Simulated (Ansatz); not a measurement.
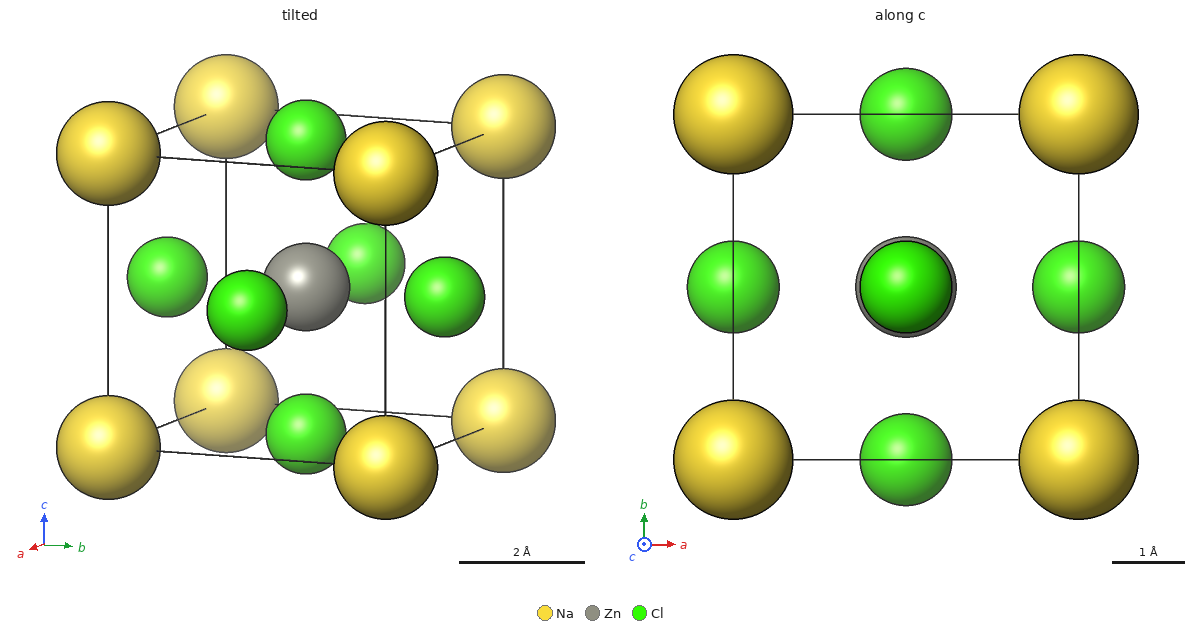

The figure gives a spheres-only picture of the atoms, viewed slightly off an axis and along the c axis. The unit cell is drawn as a box.

NaZnCl₃, a = 4.858 Å, b = 4.858 Å, c = 4.809 Å, α = 90.00°, β = 90.00°, γ = 90.00°. Strictly the space group is P4/mmm (No. 123, within 0.01 Å). It is a distorted form of a primitive cubic structure, space group Pm-3m (No. 221) within 0.25 Å: cubic perovskite. The structure was taken from a structure type filled with these elements by a generator (whether the compound takes this form wasn't checked). The cell was then strained or its atoms displaced on purpose. It was run through Ansatz as a DFT input.

This one geometry was computed with Ansatz (DFT, plane waves, PAW) at three levels of theory: r2SCAN, HSE06 and PBE. It was relaxed with r2SCAN and then strained.

How does the band gap change with the level of theory?

Answer. PBE: a gap of 1.69 eV, indirect; r2SCAN: a gap of 2.35 eV, indirect; HSE06: a gap of 3.21 eV, indirect.

Collect the results in a table.

Answer.
| level | cutoff (eV) | k-mesh of the run's cell | gap (eV) | pressure (GPa) |
| --- | --- | --- | --- | --- |
| r2SCAN | 500 | 6×6×6 | 2.35 | 0.5 |
| HSE06 | 420 | 4×4×4 | 3.21 | 1.1 |
| PBE | 420 | 6×6×6 | 1.69 | 1.8 |

Gaps are taken on the k-mesh or band path of each run.
